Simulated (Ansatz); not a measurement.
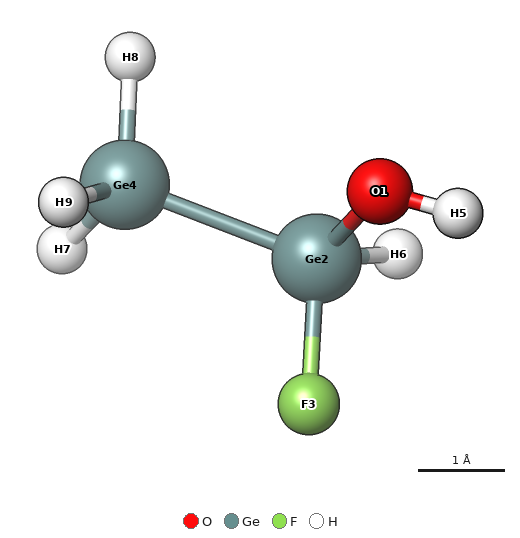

Fig. 1: The input geometry of run 1 (ball-and-stick view, seen at a tilt; atoms are numbered from 1 in the order of the input). Sticks mark near contacts. Bond lengths as drawn: F–Ge 1.75 Å, Ge–Ge 2.42 Å, Ge–H 1.53 to 1.54 Å, Ge–O 1.77 Å and H–O 0.96 Å.

**What a change does: single-point calculation on Ge$_{2}$H$_{5}$OF**

System: Ge$_{2}$H$_{5}$OF.
Method of run 1: RKS PBE0-D4/def2-TZVPP (Ansatz 0.2.0).

The geometry comes from this level: PBE0-D4/def2-TZVP. Text and figures count atoms from 1; the logs count them from 0 in places.

The input, run 1:
```yaml
crystal:
  periodic: [false, false, false]
  atoms:
    - {symbol: O, position_ang: [-0.777333, 0.482109, 1.794197]}
    - {symbol: Ge, position_ang: [-0.793445, 0.408025, 0.026757]}
    - {symbol: F, position_ang: [-0.676393, 2.055748, -0.543950]}
    - {symbol: Ge, position_ang: [1.208065, -0.776242, -0.639139]}
    - {symbol: H, position_ang: [-1.552658, 0.911497, 2.164555]}
    - {symbol: H, position_ang: [-2.172426, -0.061110, -0.482080]}
    - {symbol: H, position_ang: [1.314105, -0.750636, -2.169286]}
    - {symbol: H, position_ang: [1.115347, -2.229568, -0.155953]}
    - {symbol: H, position_ang: [2.423439, -0.086222, -0.012300]}
basis:
  gaussian: {orbitals: def2-TZVPP}
hamiltonian: {xc: pbe0, dispersion: d4}
output: {orbitals: {seedname: orbitals}}
```

Hardware: 4 CPU threads, shared host.

Output (run 1):
```
Functional definition: PBE0
  parameter a = 0.25
  parameter kappa = 0.804
  parameter beta = 0.06672455060314922
  exchange = (1 - a)*pbe_x(kappa = kappa, mu = beta*pi^2/3) + a*exact_x
  correlation = pbe_c(beta = beta)
1404 factors; their error is unknown
mean field evaluation 1: about -117860.1635 eV, gradient 6.5e1 eV
mean field evaluation 2: about -117845.0157 eV, gradient 1.1e2 eV
mean field evaluation 4: about -117866.2282 eV, gradient 6.3e0 eV
mean field evaluation 8: about -117866.8317 eV, gradient 2.3e-1 eV
mean field evaluation 16: about -117866.8318 eV, gradient 2.5e-5 eV
mean field -117866.83179341 eV, -4331.5261753996 hartree, gradient 2.5e-5 eV, S^2 0.000000; 0 other end points of the search recorded, 0 dependent functions left out
reference -117866.83182428 eV, -4331.5261765343 hartree; 43, 43 occupied and 185, 185 virtual orbitals, 1404 factors
Total energy: -117866.97866895 eV, -4331.5315729763 hartree
```

Run 2 used a changed input.

The two runs side by side:

```tsv
quantity	run 1	run 2
outcome	converged	converged
total energy (hartree)	−4331.531573	−4330.780836
HOMO (eV)	−8.47	−8.38
LUMO (eV)	−0.09	0.15
basis functions	228	117
wall time (shared host)	1.4 s	0.75 s
```

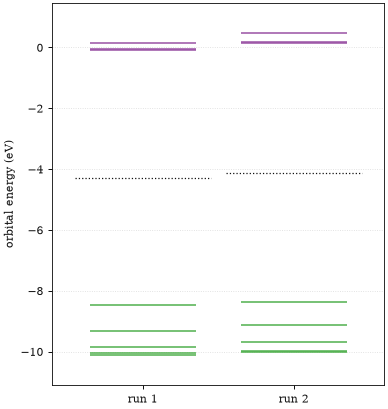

Fig. 2: The five highest filled and three lowest empty orbital energies of the two runs; the dotted lines part filled from empty levels. The HOMO–LUMO gap is 8.38 eV in run 1 and 8.53 eV in run 2.

What was changed in the input?

The change (lines with − go, lines with + come):
```diff
-  gaussian: {orbitals: def2-TZVPP}
+  gaussian: {orbitals: def2-SVP}
```

The total energy of run 2 is 471.1 kcal/mol higher, which measures the change of basis and not a stability. The HOMO goes from −8.47 to −8.38 eV. The LUMO goes from −0.09 to 0.15 eV. The basis functions go from 228 to 117.

Output (run 2):
```
Functional definition: PBE0
  parameter a = 0.25
  parameter kappa = 0.804
  parameter beta = 0.06672455060314922
  exchange = (1 - a)*pbe_x(kappa = kappa, mu = beta*pi^2/3) + a*exact_x
  correlation = pbe_c(beta = beta)
1143 factors; integrals over basis functions are off by at most 1.4e-3 eV
mean field evaluation 1: about -117841.1141 eV, gradient 5.7e1 eV
mean field evaluation 2: about -117829.9576 eV, gradient 9.7e1 eV
mean field evaluation 4: about -117846.3131 eV, gradient 4.8e0 eV
mean field evaluation 8: about -117846.4031 eV, gradient 1.7e-1 eV
mean field evaluation 16: about -117846.4032 eV, gradient 2.7e-5 eV
mean field -117846.40319388 eV, -4330.7754382139 hartree, gradient 2.7e-5 eV, S^2 0.000000; 0 other end points of the search recorded, 0 dependent functions left out
reference -117846.40322179 eV, -4330.7754392398 hartree; 43, 43 occupied and 74, 74 virtual orbitals, 1143 factors
Total energy: -117846.55006646 eV, -4330.7808356818 hartree
```
